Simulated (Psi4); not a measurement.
**SiH3Cl (SMILES [H][Si]([H])([H])Cl) at MP2/aug-cc-pVDZ-DK (sfX2C, density fitting for correlation)**

Aim: the energy change on altering one bond length of SiH3Cl at MP2/aug-cc-pVDZ-DK (sfX2C, density fitting for correlation), from 2 runs. 

The calculation is run with Psi4 1.11.

7 further runs of the same task are left out: 2 that didn't finish, 5 set aside as unsound or not needed.

## 1. The system as given

SiH3Cl has 5 atoms, charge 0, and is taken as a singlet. SMILES: `[H][Si]([H])([H])Cl`. The coordinates come from a GFN2-xTB relaxation.

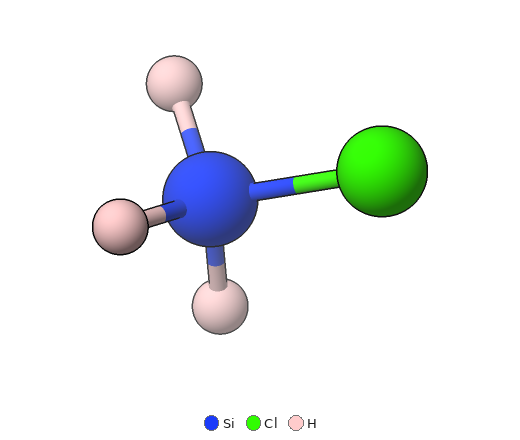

The structure, seen from a chosen angle (silicon blue, chlorine green, hydrogen pink).

## 2. A single-point energy at MP2/aug-cc-pVDZ-DK (sfX2C, density fitting for correlation)

File job.json:

```json
{
 "schema_name": "qcschema_input",
 "schema_version": 1,
 "molecule": {
  "schema_name": "qcschema_molecule",
  "schema_version": 2,
  "symbols": ["Si", "Cl", "H", "H", "H"],
  "geometry": [0.00054802, 0.00366607, -0.24454946, 0.02020117, -0.03938189, 3.55387564, 2.61222511, 0.02118383, -1.12421697, -1.32422558, 2.27466334, -1.07049206, -1.30872983, -2.26015024, -1.11463606],
  "molecular_charge": 0,
  "molecular_multiplicity": 1,
  "fix_symmetry": "c1"
 },
 "driver": "energy",
 "model": {
  "method": "mp2",
  "basis": "aug-cc-pVDZ-DK"
 },
 "keywords": {
  "reference": "rhf",
  "scf_type": "pk",
  "mp2_type": "df",
  "relativistic": "x2c"
 }
}
```

Run with:

```console
$ psi4 --qcschema job.json -n 1 --memory 1600MB
```

stdout:

```text
[...]
  Running in c1 symmetry.
[...]
  Nuclear repulsion =   88.098848326035707
[...]
  Multiplicity = 1
[...]
  Nalpha       = 17
  Nbeta        = 17
[...]
    Number of basis functions: 81
[...]
    WARNING: The X2C and Dirac Hamiltonians have substatially different eigenvalues!
             This is probably caused by the recontraction of the basis set.
[...]
   @RHF iter   1:  -752.20801106219994   -3.08338e-01   1.74391e-03 DIIS/ADIIS
[...]
   @RHF iter   9:  -752.23119381547531   -3.52429e-11   9.51003e-09 DIIS
[...]
    Orbital Energies [Eh]
    ---------------------
    Doubly Occupied:
       1A   -105.202047     2A    -68.991066     3A    -10.624049
       4A     -8.026163     5A     -8.023412     6A     -8.023410
       7A     -6.199853     8A     -4.279665     9A     -4.277852
      10A     -4.277851    11A     -1.115066    12A     -0.739601
      13A     -0.535670    14A     -0.535624    15A     -0.534710
      16A     -0.451446    17A     -0.451260
[...]
  @RHF Final Energy:  -752.23119381547531
   => Energetics <=
    Nuclear Repulsion Energy =             88.0988483260357071
    One-Electron Energy =               -1216.0825957584904700
    Two-Electron Energy =                 375.7525536169794691
    Total Energy =                       -752.2311938154753079
[...]
 Multipole Moments:
 ------------------------------------------------------------------------------------
     Multipole            Electronic (a.u.)      Nuclear  (a.u.)        Total (a.u.)
 ------------------------------------------------------------------------------------
 L = 1.  Multiply by 2.5417464519 to convert [e a0] to [Debye]
 Dipole X            :          0.0300089           -0.0308509           -0.0008420
 Dipole Y            :         -0.0485869            0.0558927            0.0073058
 Dipole Z            :          4.5669621           -5.1222881           -0.5553260
 Magnitude           :                                                    0.5553747
[...]
```

The result, in JSON:

```text
{
 "driver": "energy",
 "model": {
  "method": "mp2",
  "basis": "aug-cc-pVDZ-DK"
 },
 "success": true,
 "return_result": -752.5049937316201,
 "properties": {
  "calcinfo_nbasis": 81,
  "calcinfo_nmo": 81,
  "calcinfo_nalpha": 17,
  "calcinfo_nbeta": 17,
  "calcinfo_natom": 5,
  "nuclear_repulsion_energy": 88.09884832603571,
  "return_energy": -752.5049937316201,
  "scf_one_electron_energy": -1216.0825957584905,
  "scf_two_electron_energy": 375.75255361697947,
  "scf_dipole_moment": [-0.0008420479856607321, 0.007305820697736831, -0.555326025690106],
  "scf_total_energy": -752.2311938154753,
  "scf_iterations": 9,
  "mp2_same_spin_correlation_energy": -0.06071675526888514,
  "mp2_opposite_spin_correlation_energy": -0.21308316087586743,
  "mp2_singles_energy": -4.9294349315950324e-24,
  "mp2_doubles_energy": -0.2737999161447526,
  "mp2_correlation_energy": -0.2737999161447526,
  "mp2_total_energy": -752.5049937316201
 }
}
```

Wall time 5.7 s (1 thread of Intel Xeon Platinum 8375C at 2.90GHz (Ice Lake), shared host); peak memory 0.36 GiB.

## 3. The distorted shape, same level

File calc.py:

```python
import psi4

psi4.set_memory('1600 MB')
psi4.set_num_threads(1)
psi4.core.set_output_file('run.log', False)

molecule = psi4.geometry("""
0 1
Si
Cl 1 1.8092
H 1 1.458359 2 108.32091
H 1 1.458326 3 110.77236 2 118.46061
H 1 1.458469 4 110.72586 3 -123.30291
symmetry c1
""")

psi4.set_options({
    'basis': 'aug-cc-pVDZ-DK',
    'reference': 'rhf',
    'scf_type': 'pk',
    'mp2_type': 'df',
    'relativistic': 'x2c',
})

E = psi4.energy('mp2')
print(f'total energy {E:.8f} hartree = {E * 27.211386:.5f} eV')
```

Run with:

```console
$ python calc.py
```

run.log:

```text
[...]
  Running in c1 symmetry.
[...]
  Nuclear repulsion =   95.682845322394513
[...]
  Multiplicity = 1
[...]
  Nalpha       = 17
  Nbeta        = 17
[...]
    Number of basis functions: 81
[...]
    WARNING: The X2C and Dirac Hamiltonians have substatially different eigenvalues!
             This is probably caused by the recontraction of the basis set.
[...]
   @RHF iter   1:  -752.16960100790300    1.95953e-02   1.70561e-03 ADIIS/DIIS
[...]
   @RHF iter   9:  -752.19201388011129   -3.68345e-11   7.90666e-09 DIIS
[...]
    Orbital Energies [Eh]
    ---------------------
    Doubly Occupied:
       1A   -105.202861     2A    -68.970876     3A    -10.633138
       4A     -8.035745     5A     -8.031776     6A     -8.031774
       7A     -6.186547     8A     -4.268167     9A     -4.263446
      10A     -4.263445    11A     -1.163352    12A     -0.736279
      13A     -0.556033    14A     -0.555980    15A     -0.555569
      16A     -0.447273    17A     -0.447006
[...]
  @RHF Final Energy:  -752.19201388011129
   => Energetics <=
    Nuclear Repulsion Energy =             95.6828453223945132
    One-Electron Energy =               -1231.0511794093567914
    Two-Electron Energy =                 383.1763202068509599
    Total Energy =                       -752.1920138801112898
[...]
 Multipole Moments:
 ------------------------------------------------------------------------------------
     Multipole            Electronic (a.u.)      Nuclear  (a.u.)        Total (a.u.)
 ------------------------------------------------------------------------------------
 L = 1.  Multiply by 2.5417464519 to convert [e a0] to [Debye]
 Dipole X            :         -0.0032775            0.0021460           -0.0011315
 Dipole Y            :          0.0066157           -0.0043547            0.0022610
 Dipole Z            :          4.5665695           -4.7342521           -0.1676826
 Magnitude           :                                                    0.1677016
[...]
```

On the terminal:

```text
total energy -752.46600080 hartree = -20475.64280 eV
```

Wall time 6.6 s (1 thread of Intel Xeon Platinum 8375C at 2.90GHz (Ice Lake), shared host); peak memory 0.36 GiB.

## 4. What came out

Level: MP2/aug-cc-pVDZ-DK (sfX2C, density fitting for correlation).

```
                                                           quantity          value
                                          first shape: total energy  -752.50499 Eh
                   first shape: HOMO energy (Hartree–Fock orbitals)      -12.28 eV
                   first shape: LUMO energy (Hartree–Fock orbitals)        1.06 eV
                 first shape: HOMO–LUMO gap (Hartree–Fock orbitals)       13.34 eV
                                    first shape: correlation energy     -273.8 mEh
                                      distorted shape: total energy  -752.46600 Eh
               distorted shape: HOMO energy (Hartree–Fock orbitals)      -12.16 eV
               distorted shape: LUMO energy (Hartree–Fock orbitals)        1.13 eV
             distorted shape: HOMO–LUMO gap (Hartree–Fock orbitals)       13.29 eV
                                distorted shape: correlation energy     -274.0 mEh
energy change with the Si1–Cl2 bond shortened from 2.010 to 1.809 Å       1.061 eV
```

In words: With the Si1–Cl2 bond shortened from 2.010 to 1.809 Å the energy rises by 1.06 eV (102 kJ/mol). The first shape isn't relaxed at this level, so the change isn't measured from a minimum.
